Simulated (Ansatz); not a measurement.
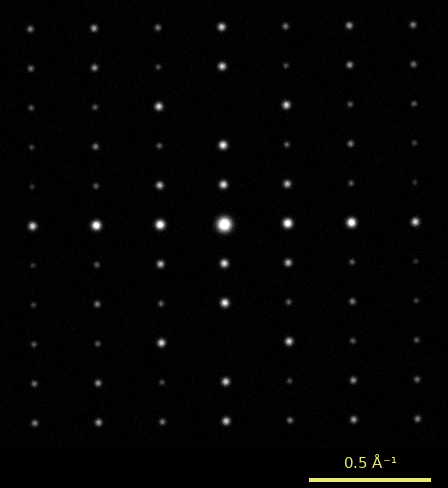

The pattern is a kinematic simulation for 300 kV electrons (no multiple scattering; isotropic B = 0.5 Å²).

It belongs to Zn2CuCl4, space group Cmce (No. 64), a = 12.23 Å, b = 7.55 Å, c = 7.56 Å. Structure: coordinates from a relaxation with DFT, PAW plane waves, pbe (Ansatz); the starting structure was generated, so it need not be a known form of this composition.

**Measure the pattern against the scale bar and name the zone.**

The spots form a rectangular net whose two shortest vectors correspond to d = 6.12 Å and 3.78 Å, 90.0° apart. They index as 2 0 0 and 0 0 2, so the zone axis is ±[010]. The zone [001] gives nearly the same net, so geometry alone does not settle it; this pattern was computed for [010].

**Which reflections of this zone are missing, and why?**

The lattice centring (C) removes all reflections that break h + k = 2n; a glide plane extinguishes reflections such as 2 0 -1, 2 0 1, 4 0 -1; a screw axis and a glide plane both extinguish reflections such as 0 0 1, 0 0 3, 0 0 5; reflections such as 6 0 0 are allowed but too weak to see at this display level.

**List the strongest reflections.**

Strongest reflections with d > 1.16 Å, one of each family (|F|² from tabulated Gaussian fits of the electron scattering factors, times a small damping for the curvature of the Ewald sphere):

```tsv
hkl	d (Å)	I (strongest = 100)
0 0 4	1.889	100
0 0 2	3.779	98
4 0 0	3.058	49
2 0 0	6.116	38
0 0 6	1.260	33
6 0 2	1.794	30
```
